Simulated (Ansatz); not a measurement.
**The cluster K₄H₄+ (doublet): one molecule under many settings**

Aim: run the cluster K₄H₄+ (doublet) under a spread of inputs, and see what each costs and gives.

The runs use Ansatz 0.2.0, Gaussian basis; the settings change from run to run.

1 further run of the same task is left out (set aside as unsound or not needed).

### 1 The relaxed structure

The structure was relaxed beforehand with PBE-D4/def2-SVP.

8 atoms, charge 1, spin multiplicity 2.

Atoms are counted from 1 here; the program's logs count them from 0.

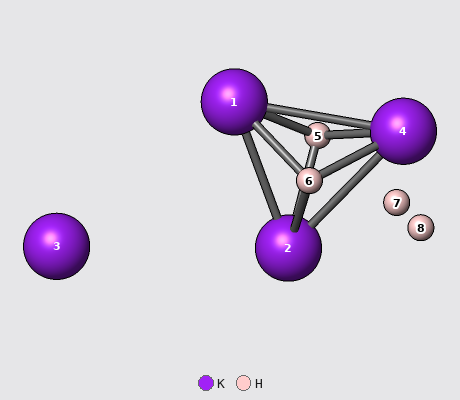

The geometry (potassium purple, hydrogen pink); atoms are numbered from 1 in the order of the file.

### 2 SVWN5/def2-TZVP

Set apart from the defaults: charge 0, multiplicity 1.

Contents of in.yaml:

```yaml
crystal:
  periodic: [false, false, false]
  atoms:
    - {symbol: K, position_ang: [-1.785464, -1.174031, -1.432195]}
    - {symbol: K, position_ang: [0.798588, 1.147057, -0.425749]}
    - {symbol: K, position_ang: [-2.215493, 3.392194, -3.966389]}
    - {symbol: K, position_ang: [0.831837, -2.346167, 1.089767]}
    - {symbol: H, position_ang: [-0.906700, -0.415287, 0.917519]}
    - {symbol: H, position_ang: [0.855817, -1.336275, -1.269219]}
    - {symbol: H, position_ang: [0.851683, 0.298474, 2.409147]}
    - {symbol: H, position_ang: [1.569744, 0.434034, 2.677111]}
basis:
  gaussian: {orbitals: def2-TZVP}
hamiltonian: {xc: {name: SVWN5}}
output: {forces: true}
```

On the command line:

```sh
$ ansatz run in.yaml --threads 4 --pin off --events-out ev --progress --plain --max-ram 3916MiB
```

The log of the run (excerpt; [...] marks lines left out):

```text
Functional definition: SVWN5
  name "SVWN5"
  cite "Dirac, Proc. Camb. Phil. Soc. 26, 376 (1930) doi:10.1017/S0305004100016108"
  cite "Slater, Phys. Rev. 81, 385 (1951) doi:10.1103/PhysRev.81.385"
  cite "Vosko, Wilk & Nusair, Can. J. Phys. 58, 1200 (1980) doi:10.1139/p80-159"
[...]
1476 factors; their error is unknown
[...]
mean field -65172.82761039 eV, -2395.0572389527 hartree, gradient 9.1e-6 eV, S^2 0.000000; 3 other end points of the search recorded, 0 dependent functions left out
[...]
reference -65172.82767515 eV, -2395.0572413325 hartree; 40, 40 occupied and 116, 116 virtual orbitals, 1476 factors
Total energy: -65172.82767515 eV, -2395.0572413325 hartree
Atom 0 at    -1.785464    -1.174031    -1.432195 Å, force     0.135159     0.302179    -0.028629 eV/Å
Atom 1 at     0.798588     1.147057    -0.425749 Å, force    -0.237599    -0.031498    -0.144879 eV/Å
Atom 2 at    -2.215493     3.392194    -3.966389 Å, force     0.089983    -0.172514     0.159950 eV/Å
Atom 3 at     0.831837    -2.346167     1.089767 Å, force    -0.112681     0.244687    -0.160041 eV/Å
Atom 4 at    -0.906700    -0.415287     0.917519 Å, force     0.148828    -0.162175     0.098129 eV/Å
Atom 5 at     0.855817    -1.336275    -1.269219 Å, force     0.027873    -0.139475     0.183089 eV/Å
Atom 6 at     0.851683     0.298474     2.409147 Å, force    -0.163645    -0.076703    -0.122774 eV/Å
Atom 7 at     1.569744     0.434034     2.677111 Å, force     0.112081     0.035501     0.015155 eV/Å
Dipole moment:     0.600801    -1.323823     1.014477 e Å
```

Run time: 5.5 s. Hardware: 4 threads of Intel Xeon at 2.50GHz, shared host.

Largest force 0.332 eV/Å, dipole 8.51 D.

### 3 CAM-B3LYP/def2-mTZVP

Set apart from the defaults: charge +2, multiplicity 1, atoms shaken by 0.08 Å, the search for lower states set to off.

Contents of in.yaml:

```yaml
crystal:
  periodic: [false, false, false]
  atoms:
    - {symbol: K, position_ang: [-1.809149, -1.195192, -1.406938]}
    - {symbol: K, position_ang: [0.730678, 1.236661, -0.418517]}
    - {symbol: K, position_ang: [-2.188990, 3.265040, -4.084339]}
    - {symbol: K, position_ang: [0.906395, -2.309153, 1.046530]}
    - {symbol: H, position_ang: [-0.920231, -0.344749, 0.908195]}
    - {symbol: H, position_ang: [0.985040, -1.344824, -1.229347]}
    - {symbol: H, position_ang: [0.773293, 0.156137, 2.304540]}
    - {symbol: H, position_ang: [1.586253, 0.421623, 2.787128]}
basis:
  gaussian: {orbitals: def2-mTZVP}
total_charge: 2
hamiltonian: {xc: {name: CAM-B3LYP}}
scf: {lower_state_search: off}
```

The command is unchanged.

The log of the run (excerpt; [...] marks lines left out):

```text
Functional definition: CAM-B3LYP
  name "CAM-B3LYP"
  cite "Yanai, Tew & Handy, Chem. Phys. Lett. 393, 51 (2004) doi:10.1016/j.cplett.2004.06.011"
  cite "Iikura, Tsuneda, Yanai & Hirao, J. Chem. Phys. 115, 3540 (2001) doi:10.1063/1.1383587"
  cite "Becke, Phys. Rev. A 38, 3098 (1988) doi:10.1103/PhysRevA.38.3098"
  cite "Lee, Yang & Parr, Phys. Rev. B 37, 785 (1988) doi:10.1103/PhysRevB.37.785"
  cite "Vosko, Wilk & Nusair, Can. J. Phys. 58, 1200 (1980) doi:10.1139/p80-159"
[...]
  # Exact exchange under (alpha + beta erf(omega r))/r, Becke's under what is left of 1/r.
[...]
1040 factors; integrals over basis functions are off by at most 8.3e-4 eV
381 factors; integrals over basis functions are off by at most 9.4e-5 eV
[...]
mean field -65352.86818301 eV, -2401.6736079605 hartree, gradient 2.0e-6 eV, S^2 0.000000; 0 other end points of the search recorded, 0 dependent functions left out
reference -65352.86839275 eV, -2401.6736156685 hartree; 39, 39 occupied and 45, 45 virtual orbitals, 1040 factors
Total energy: -65352.86839275 eV, -2401.6736156685 hartree
Checks for a lower state left out: stability, starts, cluster_reference, orbital_swaps, neighbouring_geometries, increment
```

Wall time 2.6 s (4 threads of Intel Xeon at 2.50GHz, shared host).

### 4 PBE0/def2-SVPD

Contents of in.yaml:

```yaml
crystal:
  periodic: [false, false, false]
  atoms:
    - {symbol: K, position_ang: [-1.785464, -1.174031, -1.432195]}
    - {symbol: K, position_ang: [0.798588, 1.147057, -0.425749]}
    - {symbol: K, position_ang: [-2.215493, 3.392194, -3.966389]}
    - {symbol: K, position_ang: [0.831837, -2.346167, 1.089767]}
    - {symbol: H, position_ang: [-0.906700, -0.415287, 0.917519]}
    - {symbol: H, position_ang: [0.855817, -1.336275, -1.269219]}
    - {symbol: H, position_ang: [0.851683, 0.298474, 2.409147]}
    - {symbol: H, position_ang: [1.569744, 0.434034, 2.677111]}
basis:
  gaussian: {orbitals: def2-SVPD}
total_charge: 1
magnetization: {spin_polarized: true, initial_magnetization: 1}
hamiltonian: {xc: {name: PBE0}}
scf: {omitted_lower_state_checks: [starts]}
output: {forces: true}
```

The command is unchanged.

The log of the run (excerpt; [...] marks lines left out):

```text
Functional definition: PBE0
  name "PBE0"
  cite "Adamo & Barone, J. Chem. Phys. 110, 6158 (1999) doi:10.1063/1.478522"
  cite "Perdew, Burke & Ernzerhof, Phys. Rev. Lett. 77, 3865 (1996) doi:10.1103/PhysRevLett.77.3865"
  parent pbe
[...]
1354 factors; integrals over basis functions are off by at most 2.1e-4 eV
[...]
mean field -65331.95755535 eV, -2400.9051565678 hartree, gradient 4.8e-5 eV, S^2 0.750097; 0 other end points of the search recorded, 0 dependent functions left out
[...]
reference -65331.95763291 eV, -2400.9051594179 hartree; 40, 39 occupied and 100, 101 virtual orbitals, 1354 factors
Total energy: -65331.95763291 eV, -2400.9051594179 hartree
Atom 0 at    -1.785464    -1.174031    -1.432195 Å, force     0.043794     0.032966     0.027305 eV/Å
Atom 1 at     0.798588     1.147057    -0.425749 Å, force    -0.031856    -0.039001    -0.001726 eV/Å
Atom 2 at    -2.215493     3.392194    -3.966389 Å, force     0.007953    -0.017251     0.016633 eV/Å
Atom 3 at     0.831837    -2.346167     1.089767 Å, force    -0.021169     0.044779    -0.025138 eV/Å
Atom 4 at    -0.906700    -0.415287     0.917519 Å, force     0.013921    -0.017948    -0.026253 eV/Å
Atom 5 at     0.855817    -1.336275    -1.269219 Å, force    -0.013914    -0.001662     0.016650 eV/Å
Atom 6 at     0.851683     0.298474     2.409147 Å, force     0.244026     0.039532     0.074869 eV/Å
Atom 7 at     1.569744     0.434034     2.677111 Å, force    -0.242754    -0.041414    -0.082340 eV/Å
Dipole moment:    -0.184624     0.252227    -0.345818 e Å
Checks for a lower state left out: starts
```

Run time: 16 s. Hardware: 4 threads of Intel Xeon at 2.50GHz, shared host; peak memory 0.66 GiB.

Largest force 0.260 eV/Å, ⟨S²⟩ 0.750.

### 5 BLYP/6-31G*

Set apart from the defaults: restricted open-shell orbitals, a point charge of 2.00 e beside it, relativity set to none.

in.yaml, as its differences from that of step 4:

```diff
@@ -12,6 +12,6 @@
 basis:
-  gaussian: {orbitals: def2-SVPD}
+  gaussian: {orbitals: "6-31G*", point_charges: [{charge: 2.00, position_ang: [5.256, -0.857, 0.846]}]}
 total_charge: 1
-magnetization: {spin_polarized: true, initial_magnetization: 1}
-hamiltonian: {xc: {name: PBE0}}
+magnetization: {spin_polarized: false, initial_magnetization: 1}
+hamiltonian: {xc: {name: BLYP}, pseudopotentials: {relativity: none}}
 scf: {omitted_lower_state_checks: [starts]}
```

The command is unchanged.

The log of the run (excerpt; [...] marks lines left out):

```text
Functional definition: BLYP
  name "BLYP"
  cite "Becke, Phys. Rev. A 38, 3098 (1988) doi:10.1103/PhysRevA.38.3098"
  cite "Lee, Yang & Parr, Phys. Rev. B 37, 785 (1988) doi:10.1103/PhysRevB.37.785"
[...]
1736 factors; their error is unknown
[...]
mean field -65355.11044577 eV, -2401.7560095972 hartree, gradient 2.0e-5 eV, S^2 0.750000; 0 other end points of the search recorded, 0 dependent functions left out
[...]
reference -65355.11116992 eV, -2401.7560362091 hartree; 40, 39 occupied and 108, 109 virtual orbitals, 1736 factors
Total energy: -65355.11116992 eV, -2401.7560362091 hartree
Atom 0 at    -1.785464    -1.174031    -1.432195 Å, force    -0.291517    -0.553450     0.109343 eV/Å
Atom 1 at     0.798588     1.147057    -0.425749 Å, force     0.961642    -0.384135     0.356027 eV/Å
Atom 2 at    -2.215493     3.392194    -3.966389 Å, force    -0.233178     0.397980    -0.279167 eV/Å
Atom 3 at     0.831837    -2.346167     1.089767 Å, force     2.114982     0.533914     0.091803 eV/Å
Atom 4 at    -0.906700    -0.415287     0.917519 Å, force     0.135140     0.112823    -0.451599 eV/Å
Atom 5 at     0.855817    -1.336275    -1.269219 Å, force    -0.113781     0.332071     0.065181 eV/Å
Atom 6 at     0.851683     0.298474     2.409147 Å, force     0.641637     0.197735     0.273267 eV/Å
Atom 7 at     1.569744     0.434034     2.677111 Å, force    -0.528909    -0.218552    -0.202980 eV/Å
Dipole moment:    -7.052087     3.242102    -4.356607 e Å
Checks for a lower state left out: starts
```

It took 15 s on 4 threads of Intel Xeon at 2.50GHz, shared host.

Largest force 2.183 eV/Å.

### 6 The runs in one table

```tsv
level	charge	multiplicity	geometry	functions	energy (eV)	time
SVWN5/def2-TZVP	0	1	relaxed	156	-65172.828	5.5 s
CAM-B3LYP/def2-mTZVP	2	1	shaken	84	-65352.868	2.6 s
PBE0/def2-SVPD	1	2	relaxed	140	-65331.958	16 s
BLYP/6-31G*	1	2	relaxed, point charge	148	-65355.111	15 s
```

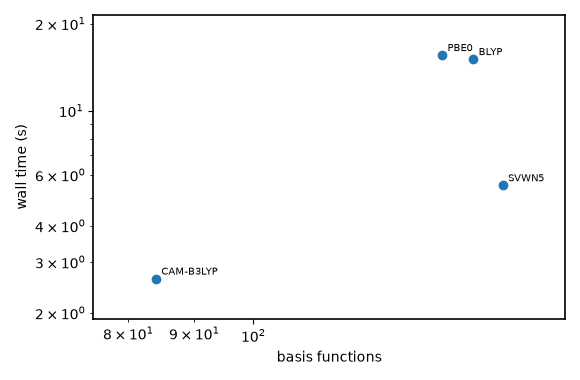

Wall time against the number of basis functions (shared host).

### 7 Results

```
quantity                        value
    runs                            4
quickest  CAM-B3LYP/def2-mTZVP, 2.6 s
 slowest         PBE0/def2-SVPD, 16 s
```

What this shows: The runs differ in state or geometry as well as level, so their energies can't be set against each other. Run time spans a factor of 6, from CAM-B3LYP/def2-mTZVP to PBE0/def2-SVPD. The jobs differ in tasks and options as well as level. At the PBE-D4/def2-SVP geometry and in the same state, runs without warnings or point charges leave forces up to 0.26 eV/Å (PBE0/def2-SVPD).
